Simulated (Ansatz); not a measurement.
## Phonon calculation of Si2H6SO2

The run: phonon calculation of Si2H6SO2, SMILES O[SiH2]O[SiH2]S. Method and program: RKS PBE/def2-SVP (Ansatz 0.2.0).

It belongs to a series of runs on one base structure; here: vibrations at the highest image of the band. Figures and captions count atoms from 1; the log counts them from 0 in places.

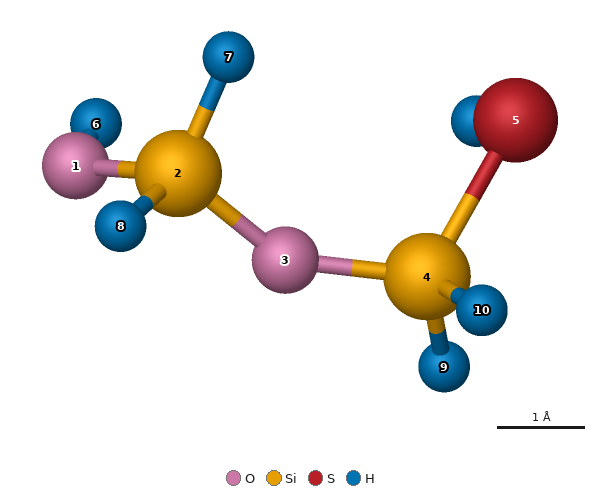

**Figure 1.** The structure (ball-and-stick view, seen at a tilt; atoms are numbered from 1 in the order of the input). Bond lengths as drawn: H–O 0.97 Å, H–S 1.36 Å, H–Si 1.49 to 1.50 Å, O–Si 1.67 to 1.68 Å and S–Si 2.16 Å.

**Key numbers**

- outcome: converged
- total energy: −30757.3331 eV
- mean-field energy: −30757.3331 eV
- largest force (length of the vector): 0.009 eV/Å
- hardware: 2 threads of Arm Neoverse V1, 24 GiB of memory available, shared host
- wall time: 85 s (CPU time 2.7 min)
- peak memory: 0.15 GiB

**Input**
```yaml
crystal:
  periodic: [false, false, false]
  atoms:
    - { symbol: O, position_ang: [-1.915885, 1.899211, 0.163518] }
    - { symbol: Si, position_ang: [-1.373585, 0.437705, 0.765119] }
    - { symbol: O, position_ang: [-0.499641, -0.400014, -0.395327] }
    - { symbol: Si, position_ang: [0.899816, -1.234569, -0.752585] }
    - { symbol: S, position_ang: [2.654172, -0.457463, 0.242627] }
    - { symbol: H, position_ang: [-1.232177, 2.574364, 0.012428] }
    - { symbol: H, position_ang: [-0.48973, 0.628833, 1.967451] }
    - { symbol: H, position_ang: [-2.614148, -0.330994, 1.079956] }
    - { symbol: H, position_ang: [1.077581, -1.166416, -2.238889] }
    - { symbol: H, position_ang: [0.809561, -2.6515, -0.268875] }
    - { symbol: H, position_ang: [2.749236, 0.643942, -0.554826] }
basis:
  gaussian: { orbitals: def2-SVP }
hamiltonian:
  xc: pbe
phonons: {}
```

Run as:
```bash
ansatz run input.yaml --threads 2 --pin off --max-ram 3072MiB --backend cpu --events-out ev --progress --plain --runs-dir out
```

**The program's output**
```
Engine: ansatz 0.2.0, aarch64-unknown-linux-gnu
Functional definition: PBE
  parameter kappa = 0.804
  parameter beta = 0.06672455060314922
  exchange = pbe_x(kappa = kappa, mu = beta*pi^2/3)
  correlation = pbe_c(beta = beta)
1231 factors; their error is unknown
mean field evaluation 1: about -30747.8711 eV, gradient 7.3e1 eV
mean field evaluation 2: about -30700.7132 eV, gradient 1.7e2 eV
mean field evaluation 4: about -30757.0906 eV, gradient 1.2e1 eV
mean field evaluation 8: about -30757.4207 eV, gradient 2.2e-1 eV
mean field evaluation 16: about -30757.3330 eV, gradient 1.2e-4 eV
mean field -30757.33301122 eV, -1130.3111400933 hartree, gradient 3.1e-5 eV, S^2 0.000000; 0 other end points of the search recorded, 0 dependent functions left out
the calculation of the forces begins
reference -30757.33305030 eV, -1130.3111415296 hartree; 33, 33 occupied and 79, 79 virtual orbitals, 1231 factors
these checks for a lower state are left out or cut short: stability, starts, cluster_reference, orbital_swaps, neighbouring_geometries, increment
1231 factors; their error is unknown
mean field -30757.33292990 eV, -1130.3111371046 hartree, gradient 6.9e-7 eV, S^2 0.000000; 0 other end points of the search recorded, 0 dependent functions left out
[... from here on the field's lines of each further geometry are left out, up to the last ...]
the calculation of the forces begins
reference -30757.33301564 eV, -1130.3111402557 hartree; 33, 33 occupied and 79, 79 virtual orbitals, 1231 factors
these checks for a lower state are left out or cut short: stability, starts, cluster_reference, orbital_swaps, neighbouring_geometries, increment
1231 factors; their error is unknown
mean field -30757.33299040 eV, -1130.3111393279 hartree, gradient 9.5e-7 eV, S^2 0.000000; 0 other end points of the search recorded, 0 dependent functions left out
the calculation of the forces begins
reference -30757.33302947 eV, -1130.3111407640 hartree; 33, 33 occupied and 79, 79 virtual orbitals, 1231 factors
WARN: phonons: modes at or below zero, which the zero-point energy, F, S and C_V leave out: 1, the lowest at -26.87 cm⁻¹. A minimum has none, and a first-order saddle one
Total energy: -30757.33305030 eV, -1130.3111415296 hartree
Atom 0 at    -1.915885     1.899211     0.163518 Å, force     0.004297    -0.005626     0.001977 eV/Å
Atom 1 at    -1.373585     0.437705     0.765119 Å, force    -0.002789     0.001723    -0.001325 eV/Å
Atom 2 at    -0.499641    -0.400014    -0.395327 Å, force     0.003230     0.008859     0.000937 eV/Å
Atom 3 at     0.899816    -1.234569    -0.752585 Å, force    -0.002065    -0.004085     0.000015 eV/Å
Atom 4 at     2.654172    -0.457463     0.242627 Å, force     0.001911     0.002602    -0.000754 eV/Å
Atom 5 at    -1.232177     2.574364     0.012428 Å, force    -0.002140     0.003052     0.001100 eV/Å
Atom 6 at    -0.489730     0.628833     1.967451 Å, force    -0.001157    -0.002535     0.001731 eV/Å
Atom 7 at    -2.614148    -0.330994     1.079956 Å, force    -0.001008    -0.001824    -0.003556 eV/Å
Atom 8 at     1.077581    -1.166416    -2.238889 Å, force    -0.000644    -0.002080    -0.000285 eV/Å
Atom 9 at     0.809561    -2.651500    -0.268875 Å, force    -0.000080     0.002224     0.002923 eV/Å
Atom 10 at     2.749236     0.643942    -0.554826 Å, force     0.000444    -0.002311    -0.002763 eV/Å
Dipole moment:     0.184990     0.238480    -0.100031 e Å
Vibrations: -26.87 38.98 69.61 204.41 224.78 244.95 303.93 479.89 499.58 585.97 626.54 719.35 736.17 776.66 816.97 861.43 881.92 899.27 930.53 944.80 1055.84 2161.66 2184.76 2194.18 2226.59 2614.45 3769.17 cm⁻¹, zero-point energy 1.677036 eV
```

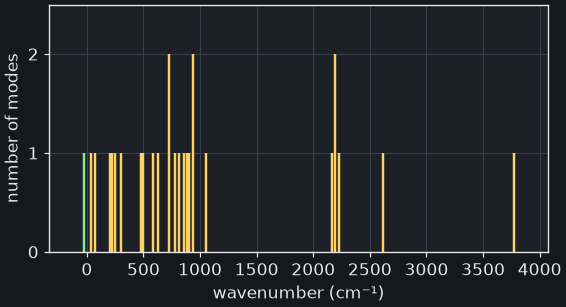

**Figure 2.** Harmonic vibrational wavenumbers from the force constants; neighbouring modes closer than 17 cm⁻¹ are counted in one stick, and imaginary ones are drawn at negative wavenumbers. 27 modes from 27i to 3769 cm⁻¹, 1 imaginary beyond 8i (27i cm⁻¹): not a clean minimum; so soft a mode can be a shallow saddle, an incomplete relaxation or noise of the force constants.
